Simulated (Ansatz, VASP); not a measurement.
# Cross-check of Pb (Lead) between VASP and Ansatz, part 2 of 2

One calculation is typed for both programs; each brings its own data sets. How far apart do they land?  Valence electrons are named where the data sets of a main pair hold unlike numbers.

VASP 6.6.1 and Ansatz 0.2.0.

So far. Step 5 (VASP: band structure, LDA, spin-orbit coupling): The run ends at a pressure of -1.72 GPa.

### Step 6. Ansatz: band structure, LDA, spin-orbit coupling

Level of this step: Ansatz beside VASP: Kohn-Sham DFT, plane waves, LDA, spin-orbit coupling (Ansatz).

The same cell, functional (in two slightly different forms), mesh and smearing now go to Ansatz, which takes its cutoff from its data sets.

Input file input.yaml:

```yaml
crystal:
  lattice:
    - [0.0, 2.47502, 2.47502]
    - [2.47502, 0.0, 2.47502]
    - [2.47502, 2.47502, 0.0]
  atoms:
    - { symbol: Pb, position: [0.0, 0.0, 0.0] }
hamiltonian:
  xc: lda
  pseudopotentials: { kind: paw_fr }
magnetization:
  noncollinear: true
  spin_orbit: true
kpoints:
  mp_grid: { grid: [12, 12, 12] }
  band_path:
    path:
      - [0.0, 0.0, 0.0]
      - [0.16667, 0.0, 0.16667]
      - [0.33333, 0.0, 0.33333]
      - [0.5, 0.0, 0.5]
      - [0.5, 0.08333, 0.58333]
      - [0.5, 0.18333, 0.68333]
      - [0.5, 0.25, 0.75]
      - [0.45, 0.3, 0.75]
      - [0.40833, 0.34167, 0.75]
      - [0.35, 0.35, 0.7]
      - [0.225, 0.225, 0.45]
      - [0.075, 0.075, 0.15]
      - [0.03333, 0.03333, 0.03333]
      - [0.23333, 0.23333, 0.23333]
      - [0.4, 0.4, 0.4]
      - [0.51667, 0.46667, 0.51667]
      - [0.55833, 0.38333, 0.55833]
      - [0.60833, 0.28333, 0.60833]
      - [0.60833, 0.25, 0.64167]
      - [0.55833, 0.25, 0.69167]
      - [0.51667, 0.25, 0.73333]
      - [0.5, 0.3, 0.7]
      - [0.5, 0.38333, 0.61667]
      - [0.5, 0.48333, 0.51667]
      - [0.475, 0.475, 0.55]
      - [0.425, 0.425, 0.65]
      - [0.38333, 0.38333, 0.73333]
      - [0.59167, 0.18333, 0.59167]
      - [0.55, 0.1, 0.55]
      - [0.5, 0.0, 0.5]
    npoints: 1
scf:
  occupations: { method: fermi_dirac, width: 0.05 }
  n_extra_bands: 12
output:
  forces: true
  stress: true
  eigenvalues: true
  write_density: true
  write_potential: true
  elf: true
  volumetric_format: npy
```

On the command line:

```
$ ansatz run input.yaml --threads 2 --pin off --max-ram 4608MiB --backend cpu --events-out ev --progress --plain --runs-dir out
```

Numbers of over 12 decimals in the logs are rounded to 6 here.

What it wrote:

```text
[...]
non-collinear run that drives no moment, with spin-orbit: no starting moment large enough to seed its density (crystal.atoms[].spin), no starting occupations that ask for one, no magnetisation constraint and no magnetic field, so the semilocal B_xc is pinned to zero
Crystal: 1 atoms, lattice volume = 30.323 Å³
Basis set: ecut = 420 eV, 609 PW (Γ)
[...]
k-point 1: bands = [... 10 lower, -1.0124, -1.0124, 14.9856, 14.9856, 17.7031, 17.7031, 18.6647, 18.6647, ... 8 higher]
  k-point 2: bands = [... 10 lower, -0.6131, -0.6131, 13.3030, 13.3030, 16.5172, 16.5172, 18.2226, 18.2226, ... 8 higher]
  k-point 71: bands = [... 10 lower, 3.9733, 3.9733, 8.4209, 8.4209, 9.6571, 9.6571, 10.9919, 10.9919, ... 8 higher]
[key lines of the parts left out:]
SCF converged after 7 iterations
Magnetization: |M| = 0.0000 μB,  M = (+0.0000, +0.0000, +0.0000) μB
Free energy (F): -11639.224037 eV
Fermi energy:    10.502714 eV
P = ⅓ Tr σ = -1.7011 GPa (-17.011 kbar)
```

Run time: 12 s. Hardware: 2 threads of Arm Neoverse N1, shared host; peak memory 0.42 GiB.

### Step 7. Comparison

What differs besides the data sets and the points named for the pairs above, as far as they apply: spin-orbit coupling enters by fully relativistic files in Ansatz and inside the spheres in VASP. Total energies have different zeros and are not compared.

Compared:

```tsv
quantity	Ansatz	VASP	difference
pressure (GPa)	-1.70	-1.72	+0.02
```

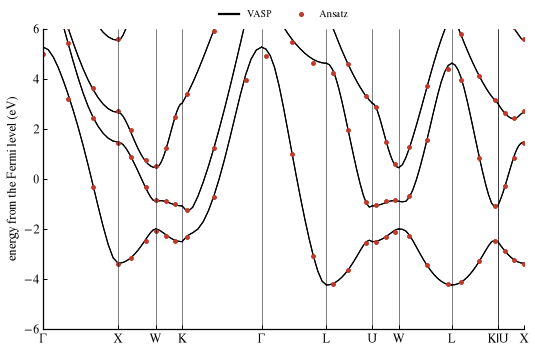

Bands from VASP (lines) and levels from Ansatz (dots). Dots without a line are higher empty bands that the VASP plot leaves out.

Levels from 3 eV below to 2 eV above the Fermi level differ by 43 meV r.m.s. and 71 meV at most; each VASP level is matched to the nearest of Ansatz, which flatters the figure a little. Ansatz's pressure holds a Pulay correction of 0.02 GPa; VASP's holds none.

### Step 8. VASP: single point, LDA, spin-orbit coupling

A single point gives forces, pressure and levels at one fixed geometry, so differences don't come from the geometry; what else differs is listed under the comparison.

Input file INCAR:

```
SYSTEM = Pb
PREC = Accurate
ENCUT = 400
EDIFF = 1E-06
NELM = 100
ISMEAR = -5
SIGMA = 0.05
LREAL = .FALSE.
ALGO = Normal
GGA = CA
LNONCOLLINEAR = .TRUE.
MAGMOM = 0 0 0
NBANDS = 26
GGA_COMPAT = .FALSE.
LASPH = .TRUE.
LSORBIT = .TRUE.
LORBIT = 11
LWAVE = .FALSE.
LCHARG = .FALSE.
KPAR = 2
NEDOS = 2001
```

Input file POSCAR:

```
Pb
1.0
    0.0000000000      2.4750200000      2.4750200000
    2.4750200000      0.0000000000      2.4750200000
    2.4750200000      2.4750200000      0.0000000000
Pb
1
Direct
    0.0000000000      0.0000000000      0.0000000000
```

Input file KPOINTS:

```
Automatic mesh
0
Gamma
12 12 12
0 0 0
```

Potentials, in the order of the species: Pb_d (LDA family, release 64).

On the command line:

```
$ mpirun -np 2 vasp_ncl
```

What it wrote:

```text
[... set-up lines as in an earlier step ...]
 entering main loop
       N       E                     dE             d eps       ncg     rms          rms(c)
DAV:   1     0.140815630959E+03    0.14082E+03   -0.56630E+03  3794   0.108E+03
DAV:   2     0.604246122160E+01   -0.13477E+03   -0.12932E+03  3810   0.323E+02
DAV:   3    -0.445137910798E+01   -0.10494E+02   -0.10395E+02  4602   0.114E+02
DAV:   4    -0.479250069427E+01   -0.34112E+00   -0.34094E+00  4740   0.219E+01
[...]
DAV:   8    -0.479988077458E+01    0.16608E-03   -0.13199E-04  4652   0.130E-01    0.320E-02
DAV:   9    -0.479977630899E+01    0.10447E-03   -0.51538E-05  4866   0.134E-01    0.322E-03
DAV:  10    -0.479977620791E+01    0.10108E-06   -0.86712E-07  3822   0.138E-02
   1 F= -.47997762E+01 E0= -.47997762E+01  d E =0.000000E+00  mag=    -0.0000     0.0000     0.0000
 -----------------------------------------------------------------------------
|                                                                             |
|           W    W    AA    RRRRR   N    N  II  N    N   GGGG   !!!           |
|           W    W   A  A   R    R  NN   N  II  NN   N  G    G  !!!           |
|           W    W  A    A  R    R  N N  N  II  N N  N  G       !!!           |
|           W WW W  AAAAAA  RRRRR   N  N N  II  N  N N  G  GGG   !            |
|           WW  WW  A    A  R   R   N   NN  II  N   NN  G    G                |
|           W    W  A    A  R    R  N    N  II  N    N   GGGG   !!!           |
|                                                                             |
|     Tetrahedron method does not include variations of the Fermi             |
|     occupations, so forces and stress will be inaccurate. We suggest        |
|     using a different smearing scheme ISMEAR = 1 or 2 for metals in         |
|     relaxations.                                                            |
|                                                                             |
 -----------------------------------------------------------------------------
```

OUTCAR, selected parts (step 8):

```text
  Total       -0.3469411     -0.3469411     -0.3469411     -0.0000000      0.0000000      0.0000000
  in kB      -18.3315951    -18.3315951    -18.3315951     -0.0000000      0.0000000      0.0000000
  external PRESSURE =     -18.3315951 kB  Pullay stress =       0.0000000 kB

 POSITION                                       TOTAL-FORCE (eV/Angst)
 -----------------------------------------------------------------------------------
      0.00000      0.00000      0.00000         0.000000     -0.000000     -0.000000
 -----------------------------------------------------------------------------------
    total drift:                                0.000000     -0.000000     -0.000000

  FREE ENERGIE OF THE ION-ELECTRON SYSTEM (eV)
  ---------------------------------------------------
  free  energy   TOTEN  =        -4.7997762079 eV

  energy  without entropy=       -4.7997762079  energy(sigma->0) =       -4.79977621

 magnetization (x)
# of ion       s       p       d       tot
------------------------------------------
    1       -0.000  -0.000   0.000  -0.000

 magnetization (y)
# of ion       s       p       d       tot
------------------------------------------
    1        0.000   0.000   0.000   0.000

[... 3 parts as in an earlier step ...]

[... 1 further part left out ...]
[key lines of the parts left out:]
E-fermi :   6.9622
```

With tetrahedra the forces and stress of a metal are not exact derivatives of the energy.

### Step 9. Ansatz: single point, LDA, spin-orbit coupling

The same cell, functional (in two slightly different forms), mesh and smearing now go to Ansatz, which takes its cutoff from its data sets.

input.yaml, the sections that differ from step 6:

```yaml
kpoints:
  mp_grid: { grid: [12, 12, 12] }
scf:
  occupations: { method: tetrahedron }
output:
  forces: true
  stress: true
  write_density: true
  write_potential: true
  elf: true
  volumetric_format: npy
# crystal, hamiltonian, magnetization: as in step 6
```

On the command line:

```
$ ansatz run input.yaml --threads 2 --pin off --max-ram 4608MiB --backend cpu --events-out ev --progress --plain --runs-dir out
```

What it wrote:

```text
Warning: output.forces, output.stress, relax.cell or npt_langevin: where a Kohn–Sham band that disperses or a degenerate level is filled in part under the method tetrahedron, the forces or the stress that this run publishes need not agree with its energy (scf.occupations.method in the input reference, under Limitations); prefer a smearing scheme for the forces or the stress
[...]
k-point 1: bands = [... 10 lower, -1.0128, -1.0128, 14.9851, 14.9851, 17.7027, 17.7027, 18.6643, 18.6643, ... 4 higher]
  k-point 2: bands = [... 10 lower, -0.6135, -0.6135, 13.3025, 13.3025, 16.5168, 16.5168, 18.2222, 18.2222, ... 4 higher]
  k-point 71: bands = [... 10 lower, 3.9727, 3.9727, 8.4207, 8.4207, 9.6569, 9.6569, 10.9917, 10.9917, ... 4 higher]
[key lines of the parts left out:]
SCF converged after 7 iterations
Magnetization: |M| = 0.0000 μB,  M = (+0.0000, +0.0000, +0.0000) μB
Free energy (F): -11639.227281 eV
Fermi energy:    10.499831 eV
P = ⅓ Tr σ = -1.7961 GPa (-17.961 kbar)
```

Wall time 7 s (2 threads); peak memory 0.4 GiB.

The run ends at a pressure of -1.80 GPa.

### Step 10. Side by side

Both answers:

```tsv
quantity	Ansatz	VASP	difference
pressure (GPa)	-1.80	-1.83	+0.04
```

Ansatz's pressure holds a Pulay correction of 0.02 GPa; VASP's holds none.

### Step 11. Outcome

* r.m.s. difference of levels near the Fermi level (band structure, LDA): 7.5 meV
* r.m.s. difference of levels near the Fermi level (band structure, LDA, spin-orbit coupling): 43 meV
* difference in pressure (single point, LDA, spin-orbit coupling): 0.037 GPa

The r.m.s. difference of levels near the Fermi level is 43 meV (band structure, LDA, spin-orbit coupling), within the 80 meV picked in this series as the mark of a large difference. 1 further run of this series is not shown here. Such differences can come from data sets, numerical settings and the points named under the comparisons, not from the functional's error against experiment.

[Lines on the potential files, build, host, timing and source positions are cut from VASP's logs without a mark.]

[Logs are printed without paths, hosts, clocks, repeated set-up lines and the standing remarks that a program may print on its own settings, such as how far it seeks lower states.]

[Hosts, paths, dates, database ids (printed as entryN), source tags and the programs' standing remarks are cut or masked in the printed files.]
